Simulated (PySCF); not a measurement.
**CH6GeN2: electronic excitations and core binding energies**

What electronic excitations and core binding energies should CH6GeN2 (`C=[N][GeH2][NH2]`) show?

The runs use PySCF 2.14.0, with density-fitted response routines of our own; the level of theory stands in each step. All values are computed, except where a source is named. Atoms are numbered from 0 throughout.

## 1. Starting geometry

10 atoms, charge 0, multiplicity 1; geometry from: GFN2-xTB.

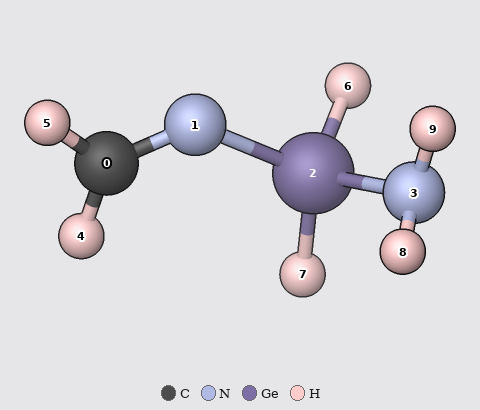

The starting geometry (carbon dark grey, nitrogen light blue, germanium purple, hydrogen pink), atoms numbered; sticks join atoms by distance.

## 2. Excited states and response: PBE0/def2-SVPD

The job: settings as JSON, then the geometry in Å.

```
{"job": {"kind": "uv", "xc": "PBE0", "basis": "def2-SVPD", "nstates": 8, "ntriplets": 3}, "charge": 0, "multiplicity": 1}
C      1.961637     0.482516    -0.365424
N      1.071769    -0.120212     0.271816
Ge    -0.608830    -0.675390    -0.242593
N     -1.850225     0.163244     0.771097
H      1.905313     0.766546    -1.421734
H      2.886152     0.754414     0.142550
H     -0.657859    -2.122292     0.123569
H     -0.981628    -0.419424    -1.682669
H     -1.961226     1.155806     0.613068
H     -1.756221     0.019447     1.767792
```

With the program's defaults for keys left out, this is: TDDFT PBE0/def2-SVPD, vertical, gas phase, core orbitals frozen in the response.

Launch:

```sh
$ OMP_NUM_THREADS=1 python probes_run.py task.json out
```

This one command runs all jobs of the session in turn.

Output:

```text
coarse grid: 37672 points
cycle   1  E = -2227.3359006495  dE = -3.146e-01  |g| = 6.065e-01  |ddm| = 4.375e+00
cycle   2  E = -2227.2357554003  dE =  1.001e-01  |g| = 9.129e-01  |ddm| = 2.826e+00
cycle   3  E = -2227.3994036185  dE = -1.636e-01  |g| = 1.333e-01  |ddm| = 1.762e+00
cycle   4  E = -2227.4028395193  dE = -3.436e-03  |g| = 3.687e-02  |ddm| = 2.067e-01
cycle   5  E = -2227.4030872448  dE = -2.477e-04  |g| = 1.489e-02  |ddm| = 8.177e-02
cycle   6  E = -2227.4031338378  dE = -4.659e-05  |g| = 2.367e-03  |ddm| = 2.291e-02
cycle   7  E = -2227.4031350797  dE = -1.242e-06  |g| = 4.429e-04  |ddm| = 4.574e-03
final grid: 78464 points
cycle   8  E = -2227.4031147941  dE =  5.410e-09  |g| = 5.770e-04  |ddm| = 3.468e-03
cycle   9  E = -2227.4031146770  dE =  1.171e-07  |g| = 9.244e-04  |ddm| = 1.669e-03
cycle  10  E = -2227.4031148744  dE = -1.975e-07  |g| = 1.366e-04  |ddm| = 1.163e-03
cycle  11  E = -2227.4031148789  dE = -4.410e-09  |g| = 2.059e-05  |ddm| = 2.871e-04
cycle  12  E = -2227.4031148789  dE = -8.640e-11  |g| = 5.574e-06  |ddm| = 3.833e-05
converged SCF energy = -2227.4031148789

Static polarisability (au): isotropic 59.565, principal 49.189 53.813 75.692

Singlet excitations
state   eV       nm        f      main configurations
  1   4.0097    309.2   0.00016   H->L 0.97
  2   5.8278    212.7   0.04065   H-1->L 0.93
  3   6.1551    201.4   0.00112   H->L+1 0.92
  4   6.3631    194.8   0.02663   H->L+2 0.94
  5   6.8489    181.0   0.00814   H-1->L+1 0.85
  6   7.0387    176.1   0.16305   H->L+3 0.83
  7   7.2865    170.2   0.00655   H->L+4 0.90
  8   7.4745    165.9   0.00944   H-1->L+2 0.83

Triplet excitations (Tamm-Dancoff, eV): 3.3614 4.9876 5.6461
```

Wall time 31 s (1 thread of Arm Neoverse N1, shared host); peak memory 0.57 GiB.

Frontier orbitals and where they lie:

```csv
orbital,eV,atoms
HOMO−3,-9.95,"Ge2 25 %, N1 20 %, H7 18 %"
HOMO−2,-9.23,"N1 24 %, Ge2 23 %, H6 21 %"
HOMO−1,-7.63,"N3 66 %, N1 9 %, Ge2 7 %"
HOMO,-6.75,"N1 54 %, C0 16 %, Ge2 9 %"
LUMO,-0.69,"C0 40 %, N1 34 %, Ge2 7 %"
LUMO+1,0.58,"Ge2 40 %, H8 11 %, N3 11 %"
LUMO+2,0.88,"C0 23 %, Ge2 23 %, H4 12 %"
```

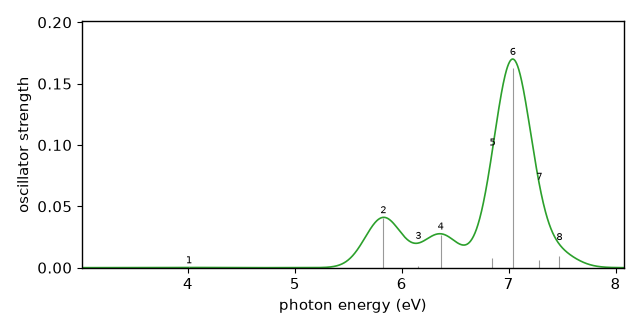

Absorption spectrum from the 8 singlet states computed; above the last one it falls off for lack of states. Lines are broadened to a width of 0.40 eV (Gaussian).

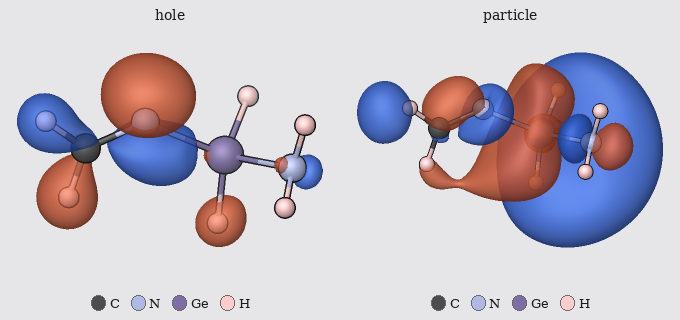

Leading natural transition orbitals of singlet state 6: the electron leaves the hole (left) for the particle orbital (right).

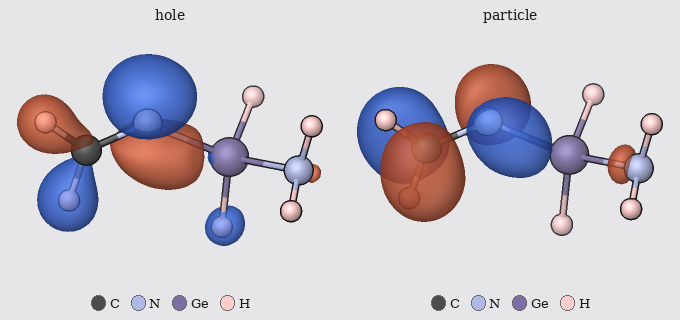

Leading natural transition orbitals of singlet state 1: the electron leaves the hole (left) for the particle orbital (right).

Further results of this job:

```csv
property,computed
dipole moment (D),1.49
polarisability (Å³),8.83
HOMO–LUMO gap (eV),6.06
−ε(HOMO) (eV),6.75
```

Orbitals, density, ELF and potential are computed afterwards from the orbital file.

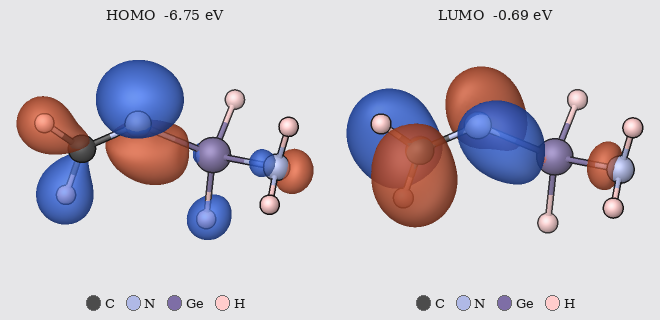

Frontier orbitals at PBE0/def2-SVPD; each surface holds 70 % of the orbital's density, blue and red mark the sign.

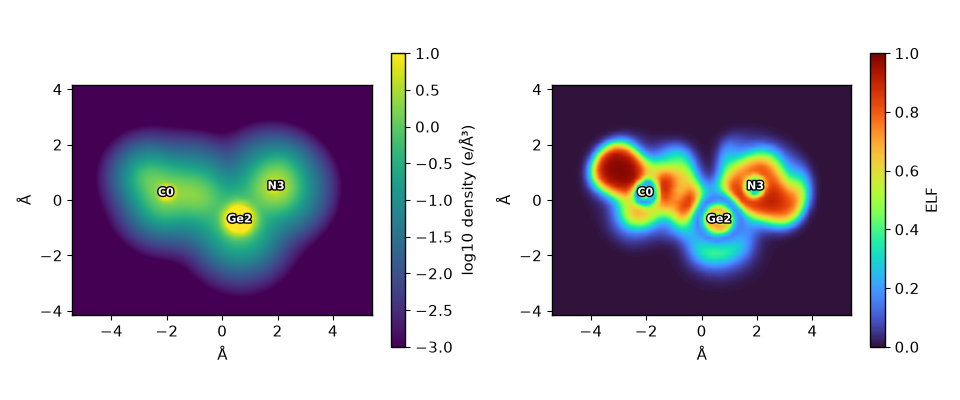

Density (left) and ELF (right) in a plane through or near 3 of the atoms.

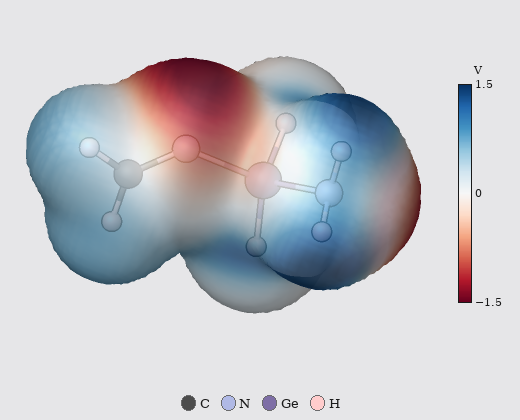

Electrostatic potential on the surface of density 0.002 e/bohr³; red is low, blue high. It runs from -1.50 V near N1 to 1.41 V near H8.

## 3. Core holes by ΔSCF: SCAN, X2C

Same as in step 2 but for these lines:

```diff
@@ -1,2 +1,2 @@
-{"job": {"kind": "uv", "xc": "PBE0", "basis": "def2-SVPD", "nstates": 8, "ntriplets": 3}, "charge": 0, "multiplicity": 1}
+{"job": {"kind": "xps"}, "charge": 0, "multiplicity": 1}
 C      1.961637     0.482516    -0.365424
```

Method: delta-SCF UKS SCAN, pcX-2 on the ionised atom, pcseg-1 elsewhere, spin-free X2C.

Output:

```text
ground state, core basis on atom 0 (C), 130 functions
  cycle   1  E = -2245.06315963  |g| = 5.77e-01
  cycle   2  E = -2244.87469233  |g| = 1.03e+00
  cycle   3  E = -2245.13106609  |g| = 1.78e-01
  cycle   4  E = -2245.13762852  |g| = 6.72e-02
  cycle   5  E = -2245.13865034  |g| = 2.09e-02
  cycle   6  E = -2245.13874602  |g| = 7.19e-03
  cycle   7  E = -2245.13876052  |g| = 1.35e-03
  cycle   8  E = -2245.13876157  |g| = 3.36e-04
  E(ground) = -2245.27838475 Eh
hole in C 1s of atom 0
  cycle   1  E = -2233.84747857  |g| = 1.50e+00
  cycle   2  E = -2231.63767392  |g| = 2.22e+00
  cycle   3  E = -2233.81848348  |g| = 1.07e+00
  cycle   4  E = -2234.33349391  |g| = 4.23e-01
  cycle   5  E = -2234.37727413  |g| = 3.05e-01
  cycle   6  E = -2234.41517511  |g| = 8.40e-02
  cycle   7  E = -2234.41926721  |g| = 1.29e-02
  cycle   8  E = -2234.41942469  |g| = 1.04e-02
  cycle   9  E = -2234.41953190  |g| = 5.57e-03
  cycle  10  E = -2234.41960075  |g| = 4.07e-03
  cycle  11  E = -2234.41964398  |g| = 1.88e-03
  cycle  12  E = -2234.41964976  |g| = 8.51e-04
  cycle  13  E = -2234.41965145  |g| = 2.14e-04
  E(ion) = -2234.55781850 Eh   <S^2> = 0.8346   hole on atom = 1.000   binding energy = 291.721 eV
ground state, core basis on atom 1 (N), 130 functions
  cycle   1  E = -2245.15292856  |g| = 7.55e-02
  cycle   2  E = -2245.15254751  |g| = 4.83e-02
  cycle   3  E = -2245.15220696  |g| = 6.19e-02
  cycle   4  E = -2245.15306362  |g| = 8.46e-03
  cycle   5  E = -2245.15308369  |g| = 1.74e-03
  cycle   6  E = -2245.15308222  |g| = 4.18e-04
  E(ground) = -2245.29111641 Eh
hole in N 1s of atom 1
  cycle   1  E = -2229.58073631  |g| = 1.86e+00
  cycle   2  E = -2227.09287381  |g| = 2.49e+00
  cycle   3  E = -2229.63573967  |g| = 1.13e+00
  cycle   4  E = -2230.25946990  |g| = 3.26e-01
  cycle   5  E = -2230.29384732  |g| = 1.45e-01
  cycle   6  E = -2230.30172053  |g| = 4.27e-02
  cycle   7  E = -2230.30296997  |g| = 9.70e-03
  cycle   8  E = -2230.30304749  |g| = 4.11e-03
  cycle   9  E = -2230.30306908  |g| = 2.56e-03
  cycle  10  E = -2230.30307663  |g| = 1.61e-03
  cycle  11  E = -2230.30307886  |g| = 4.60e-04
  E(ion) = -2230.44053105 Eh   <S^2> = 0.7885   hole on atom = 1.000   binding energy = 404.105 eV
ground state, core basis on atom 3 (N), 130 functions
  cycle   1  E = -2245.15253982  |g| = 7.44e-02
  cycle   2  E = -2245.15254953  |g| = 2.10e-02
  cycle   3  E = -2245.15247670  |g| = 2.81e-02
  cycle   4  E = -2245.15264201  |g| = 6.60e-03
  cycle   5  E = -2245.15264890  |g| = 2.12e-03
  cycle   6  E = -2245.15265063  |g| = 4.20e-04
  E(ground) = -2245.29079031 Eh
hole in N 1s of atom 3
  cycle   1  E = -2229.58514476  |g| = 1.86e+00
  cycle   2  E = -2227.45835261  |g| = 2.42e+00
  cycle   3  E = -2229.89021393  |g| = 8.95e-01
  cycle   4  E = -2230.15234122  |g| = 5.25e-01
  cycle   5  E = -2230.25089984  |g| = 2.83e-01
  cycle   6  E = -2230.28857422  |g| = 6.21e-02
  cycle   7  E = -2230.29063491  |g| = 1.69e-02
  cycle   8  E = -2230.29079301  |g| = 4.28e-03
  cycle   9  E = -2230.29080070  |g| = 1.78e-03
  cycle  10  E = -2230.29080169  |g| = 3.77e-04
  E(ion) = -2230.42798986 Eh   <S^2> = 0.7650   hole on atom = 1.000   binding energy = 404.437 eV
```

It took 38 s on 1 thread of Arm Neoverse N1, shared host; peak memory 0.53 GiB.

The holes in one table. −ε is the ground-state orbital energy:

```csv
hole,stands for,environment,ΔSCF (eV),−ε (eV),⟨S²⟩
C1s on C0,C0,C=N carbon,291.72,274.9,0.835
N1s on N1,N1,imine nitrogen,404.11,385.6,0.788
N1s on N3,N3,"nitrogen bonded to Ge, 2 H",404.44,385.5,0.765
```

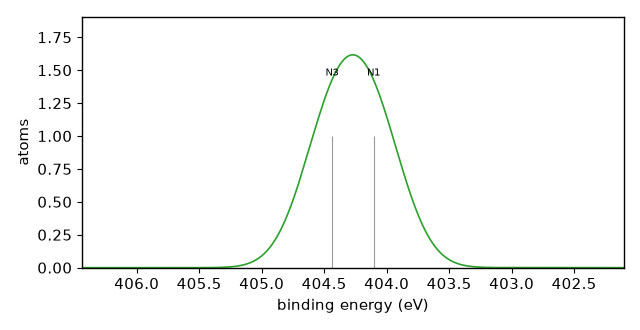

The N1s photoelectron lines, weighted by the number of atoms. Lines are broadened to a width of 0.60 eV (Gaussian).

## 4. Summary of results

| quantity | value |
| --- | --- |
| lowest singlet (PBE0/def2-SVPD) | 4.01 eV (309 nm), f = 0.000 |
| brightest single state of those computed | state 6, 7.04 eV, f = 0.163 |
| lowest triplet | 3.36 eV |
| surface potential, least and greatest | -1.50 V and 1.41 V |
| N1s binding energies, SCAN/pcX-2 | N3 404.44, N1 404.11 eV |
| C1s binding energies, SCAN/pcX-2 | C0 291.72 eV |

What this shows: The lowest singlet, at 4.01 eV, is HOMO→LUMO 0.97 and is dark; of the 8 states computed, the strongest absorption comes from state 6 at 7.04 eV. The lowest triplet lies 0.65 eV below the lowest singlet (triplets in Tamm-Dancoff, singlets in full TDDFT). States above −ε(HOMO) lie where TDDFT describes them poorly and they hang on the basis; the brightest is among them. At PBE0/def2-SVPD, counted by nearest atom on the grid, the HOMO lies on N1 60 %; H4, H5 about 10 % each, the LUMO on C0 33 %; N1 32 %. N3 (nitrogen bonded to Ge, 2 H) binds its N1s electron 0.33 eV more tightly than N1 (imine nitrogen).
